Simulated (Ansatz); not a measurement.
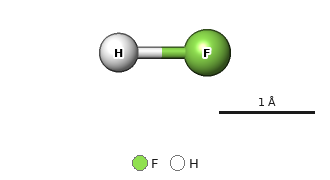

The structure as given in the input (ball-and-stick view, seen at a tilt). Bond lengths as drawn: F–H 0.94 Å.

Geometry relaxation of HF

- system: HF
- method: RKS PBE0-D4/def2-TZVP (Ansatz 0.2.0)

Input:
```yaml
crystal:
  periodic: [false, false, false]
  atoms:
    - {symbol: F, position_ang: [2.563454, -0.927274, -0.050395]}
    - {symbol: H, position_ang: [2.083432, -0.881899, 0.760902]}
basis:
  gaussian: {orbitals: def2-TZVP}
hamiltonian: {xc: pbe0, dispersion: d4}
relax: {f_tol: 0.005, max_steps: 200}
```

Command:
```bash
ansatz run in.yaml --threads 4 --pin off --events-out ev --progress --plain --max-ram 9574MiB
```

Log:
```
Functional definition: PBE0
  name "PBE0"
  cite "Adamo & Barone, J. Chem. Phys. 110, 6158 (1999) doi:10.1063/1.478522"
  cite "Perdew, Burke & Ernzerhof, Phys. Rev. Lett. 77, 3865 (1996) doi:10.1103/PhysRevLett.77.3865"
  parent pbe
  parameter a = 0.25
  parameter kappa = 0.804
  parameter beta = 0.06672455060314922
  exchange = (1 - a)*pbe_x(kappa = kappa, mu = beta*pi^2/3) + a*exact_x
  correlation = pbe_c(beta = beta)
200 factors; their error is unknown
mean field evaluation 1: about -2730.4022 eV, gradient 3.1e1 eV
mean field evaluation 2: about -2729.0516 eV, gradient 4.6e1 eV
mean field evaluation 4: about -2731.7729 eV, gradient 1.4e-1 eV
mean field evaluation 8: about -2731.7856 eV, gradient 1.1e-2 eV
mean field -2731.78557399 eV, -100.3912681734 hartree, gradient 6.8e-6 eV, S^2 0.000000; 0 other end points of the search recorded, 0 dependent functions left out
the calculation of the forces begins
reference -2731.78558277 eV, -100.3912684959 hartree; 5, 5 occupied and 32, 32 virtual orbitals, 200 factors
relax step   1: F+E_penalty+E_count = -2731.78709504 eV  Δ(F+E_penalty+E_count) = +0.000e0 eV  max|allowed force component| = 1.136e0 eV/Å  Δτ_max = 0.0000 Å  (21 SCF iters, accepted)
these checks for a lower state are left out or cut short: starts, cluster_reference, orbital_swaps, neighbouring_geometries, increment
200 factors; their error is unknown
mean field evaluation 16: about -2731.7882 eV, gradient 3.7e-3 eV
mean field -2731.80091331 eV, -100.3918318830 hartree, gradient 2.4e-5 eV, S^2 0.000000; 0 other end points of the search recorded, 0 dependent functions left out
the calculation of the forces begins
reference -2731.80092182 eV, -100.3918321958 hartree; 5, 5 occupied and 32, 32 virtual orbitals, 200 factors
relax step   2: F+E_penalty+E_count = -2731.80242828 eV  Δ(F+E_penalty+E_count) = -1.533e-2 eV  max|allowed force component| = 2.621e-1 eV/Å  Δτ_max = 0.0093 Å  (25 SCF iters, accepted)
these checks for a lower state are left out or cut short: starts, cluster_reference, orbital_swaps, neighbouring_geometries, increment
200 factors; their error is unknown
mean field -2731.80169690 eV, -100.3918606795 hartree, gradient 2.5e-5 eV, S^2 0.000000; 0 other end points of the search recorded, 0 dependent functions left out
the calculation of the forces begins
reference -2731.80170534 eV, -100.3918609894 hartree; 5, 5 occupied and 32, 32 virtual orbitals, 200 factors
relax step   3: F+E_penalty+E_count = -2731.80321009 eV  Δ(F+E_penalty+E_count) = -7.818e-4 eV  max|allowed force component| = 1.688e-2 eV/Å  Δτ_max = 0.0027 Å  (25 SCF iters, accepted)
these checks for a lower state are left out or cut short: starts, cluster_reference, orbital_swaps, neighbouring_geometries, increment
200 factors; their error is unknown
mean field evaluation 32: about -2731.7890 eV, gradient 2.0e-5 eV
mean field -2731.80169953 eV, -100.3918607762 hartree, gradient 2.5e-5 eV, S^2 0.000000; 0 other end points of the search recorded, 0 dependent functions left out
the calculation of the forces begins
reference -2731.80170797 eV, -100.3918610863 hartree; 5, 5 occupied and 32, 32 virtual orbitals, 200 factors
relax step   4: F+E_penalty+E_count = -2731.80321286 eV  Δ(F+E_penalty+E_count) = -2.774e-6 eV  max|allowed force component| = 5.964e-3 eV/Å  Δτ_max = 0.0002 Å  (25 SCF iters, accepted)
these checks for a lower state are left out or cut short: starts, cluster_reference, orbital_swaps, neighbouring_geometries, increment
200 factors; their error is unknown
mean field -2731.80169997 eV, -100.3918607921 hartree, gradient 2.5e-5 eV, S^2 0.000000; 0 other end points of the search recorded, 0 dependent functions left out
the calculation of the forces begins
reference -2731.80170840 eV, -100.3918611022 hartree; 5, 5 occupied and 32, 32 virtual orbitals, 200 factors
relax step   5: F+E_penalty+E_count = -2731.80321326 eV  Δ(F+E_penalty+E_count) = -3.966e-7 eV  max|allowed force component| = 3.668e-6 eV/Å  Δτ_max = 0.0001 Å  (25 SCF iters, accepted)
200 factors; their error is unknown
mean field evaluation 64: about -2731.8017 eV, gradient 1.7e-4 eV
```

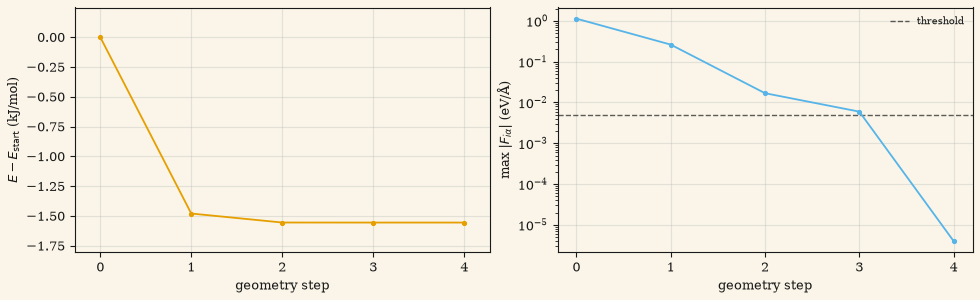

Progress of the relaxation, step by step (the first geometry is step 0 here and step 1 in the log). The energy falls by 1.56 kJ/mol in 4 geometry steps. Largest force component: 1.1 eV/Å at the start, under 0.0001 eV/Å at the end. The largest moves after the best rigid fit, 0.012 Å, are those of F1 and H2. Largest moves by element: F 0.012 Å, H 0.012 Å. Among the contacts that change: F1–H2 0.944 → 0.920 Å. (Atoms are counted from 1 in the order of the input.)

```
mean field -2731.80169997 eV, -100.3918607921 hartree, gradient 2.5e-5 eV, S^2 0.000000; 1 other end points of the search recorded, 0 dependent functions left out
the calculation of the forces begins
reference -2731.80170840 eV, -100.3918611022 hartree; 5, 5 occupied and 32, 32 virtual orbitals, 200 factors
Total energy: -2731.80322170 eV, -100.3919167147 hartree
Atom 0 at     2.557425    -0.926704    -0.040205 Å, force    -0.000002     0.000000     0.000004 eV/Å
Atom 1 at     2.089461    -0.882469     0.750712 Å, force     0.000002    -0.000000    -0.000004 eV/Å
Dipole moment:    -0.203870     0.019271     0.344566 e Å
```

Trajectory as extended XYZ (Å, eV, eV/Å), 5 frames, from step=1 to step=5:
```
2
Properties=species:S:1:pos:R:3:forces:R:3 step=1 energy=-2731.78710
F     2.5635   -0.9273   -0.0504   -0.6722   0.0635   1.1361
H     2.0834   -0.8819    0.7609    0.6722  -0.0635  -1.1361
2
Properties=species:S:1:pos:R:3:forces:R:3 step=2 energy=-2731.80243
F     2.5587   -0.9268   -0.0424   -0.1551   0.0147   0.2621
H     2.0882   -0.8823    0.7529    0.1551  -0.0147  -0.2621
2
Properties=species:S:1:pos:R:3:forces:R:3 step=3 energy=-2731.80321
F     2.5573   -0.9267   -0.0401    0.0100  -0.0009  -0.0169
H     2.0895   -0.8825    0.7506   -0.0100   0.0009   0.0169
2
Properties=species:S:1:pos:R:3:forces:R:3 step=4 energy=-2731.80321
F     2.5575   -0.9267   -0.0403   -0.0035   0.0003   0.0060
H     2.0894   -0.8825    0.7508    0.0035  -0.0003  -0.0060
2
Properties=species:S:1:pos:R:3:forces:R:3 step=5 energy=-2731.80321
F     2.5574   -0.9267   -0.0402    0.0000   0.0000   0.0000
H     2.0895   -0.8825    0.7507    0.0000   0.0000   0.0000
```

Key numbers:

| quantity | value |
| --- | --- |
| outcome | converged |
| total energy | −2731.8032 eV |
| mean-field energy | −2731.8017 eV |
| dispersion energy | −0.0015 eV |
| SCF solution under orbital rotations | stable |
| largest force (length of the vector) at the end | under 0.001 eV/Å |
| dipole moment | 1.93 D |
| hardware | 4 threads of Arm Neoverse V1, 23 GiB of memory available, shared host |
| wall time | 0.65 s (CPU time 1.7 s) |
| peak memory | 0.51 GiB |
